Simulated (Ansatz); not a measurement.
# Si₃NH₉ + HCl: a complex and its separated parts

Aim: how far the complex at one end of a reaction step lies below its separated, relaxed parts, level by level.

The runs use Ansatz 0.2.0, Gaussian basis; PBE0-D4/def2-TZVP structures, single points in def2-TZVPP, no counterpoise correction.

Levels: SPW92, PBE-D4, BLYP-D4, r2SCAN-D4, B97M-V, PBE0-D4, B3LYP-D4, r2SCAN0-D4, BHLYP-D4, CAM-B3LYP-D4, wB97X-V, wB97M-V, B2PLYP, PBE-QIDH, RPA on PBE, Hartree-Fock, MP2, CCSD, CCSD(T).

Correlated methods freeze the cores. B3LYP uses VWN-RPA correlation. B2PLYP carries no dispersion term here.

94 further runs of the same task are left out: 94 set aside as unsound or not needed.

## (1) Starting geometry

The complex: 15 atoms, charge 0, spin multiplicity 1.

Atoms are counted from 1 here; the program's logs count them from 0.

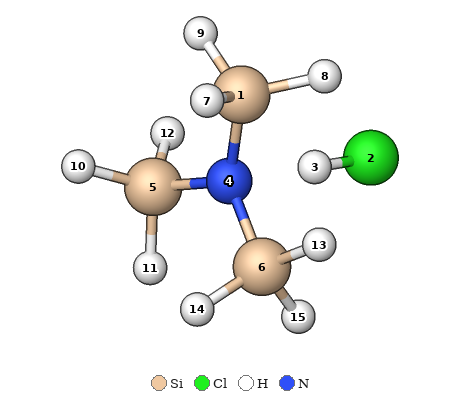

As it starts; silicon light orange, chlorine green, hydrogen white, nitrogen blue; atoms are numbered from 1 in the order of the file.

Geometry (Å):

```xyz
15
ClH10NSi3
Si    0.0528   -1.6900   -0.5284
Cl    0.7015    1.5342   -2.6825
H     0.4142    0.9051   -1.5782
N    -0.0260   -0.0571    0.1003
Si    1.3148    0.5211    1.0677
Si   -1.6065    0.6466    0.3735
H    -0.7351   -2.6248    0.3172
H    -0.4763   -1.7236   -1.9127
H     1.4819   -2.0948   -0.5091
H     1.5941   -0.4044    2.1971
H     0.9221    1.8490    1.6055
H     2.5294    0.6412    0.2261
H    -2.5735   -0.1244   -0.4496
H    -1.9922    0.5494    1.8059
H    -1.6013    2.0724   -0.0328
```

Its parts: Si₃NH₉ holds atoms 1, 4, 5, 6, 7, 8, 9, 10, 11, 12, 13, 14, 15; HCl holds atoms 2, 3. Each part counts its atoms afresh in its own runs.

## (2) Relaxing Si₃NH₉ alone

relax-a/in.yaml reads:

```yaml
crystal:
  periodic: [false, false, false]
  atoms:
    - {symbol: Si, position_ang: [0.052802, -1.690002, -0.528381]}
    - {symbol: N, position_ang: [-0.025983, -0.057058, 0.100274]}
    - {symbol: Si, position_ang: [1.314807, 0.521059, 1.067657]}
    - {symbol: Si, position_ang: [-1.606546, 0.646625, 0.373507]}
    - {symbol: H, position_ang: [-0.735060, -2.624830, 0.317216]}
    - {symbol: H, position_ang: [-0.476282, -1.723560, -1.912712]}
    - {symbol: H, position_ang: [1.481894, -2.094821, -0.509093]}
    - {symbol: H, position_ang: [1.594075, -0.404382, 2.197127]}
    - {symbol: H, position_ang: [0.922089, 1.849017, 1.605478]}
    - {symbol: H, position_ang: [2.529428, 0.641229, 0.226063]}
    - {symbol: H, position_ang: [-2.573465, -0.124357, -0.449576]}
    - {symbol: H, position_ang: [-1.992228, 0.549398, 1.805946]}
    - {symbol: H, position_ang: [-1.601250, 2.072363, -0.032838]}
basis:
  gaussian: {orbitals: def2-TZVP}
hamiltonian: {xc: pbe0, dispersion: d4}
relax: {f_tol: 0.005, max_steps: 200}
```

Command:

```bash
ansatz run in.yaml --threads 4 --pin off --events-out ev --progress --plain --max-ram 46080MiB --backend cuda --devices 0, --max-vram 37GiB
```

The runs that follow: Relaxing HCl alone; SPW92/def2-TZVPP; PBE-D4/def2-TZVPP; BLYP-D4/def2-TZVPP; r2SCAN-D4/def2-TZVPP; B97M-V/def2-TZVPP; PBE0-D4/def2-TZVPP; B3LYP-D4/def2-TZVPP; r2SCAN0-D4/def2-TZVPP; BHLYP-D4/def2-TZVPP; CAM-B3LYP-D4/def2-TZVPP; wB97X-V/def2-TZVPP; wB97M-V/def2-TZVPP; B2PLYP/def2-TZVPP; PBE-QIDH/def2-TZVPP; RPA on PBE/def2-TZVPP; CCSD(T)/def2-TZVPP; Vibrations of Si₃NH₉; Vibrations of HCl.

Q: Predict the outcome of this session. Wanted: complex less parts, CCSD(T)/def2-TZVPP; with zero-point energy; largest T1 diagnostic.

The runs gave:

```
                              quantity      value
complex less parts, CCSD(T)/def2-TZVPP  -0.127 eV
                with zero-point energy  -0.069 eV
                 largest T1 diagnostic      0.011
```

What this shows: At CCSD(T) the complex lies 0.127 eV below its parts. wB97X-V is the best functional here (-0.010 eV from CCSD(T)); SPW92 is the worst (-0.221 eV). Mean unsigned error by rung: LDA 0.221, GGA 0.096, meta-GGA 0.037, hybrid 0.037, range-separated hybrid 0.018, double hybrid 0.033 eV. PBE-D4 gives a relative energy 0.105 eV too low, an error of 83 % of the reference. No counterpoise was applied, and triple zeta lacks some correlation, so the CCSD(T) reference has a basis error of its own, and close matches with it are partly luck.
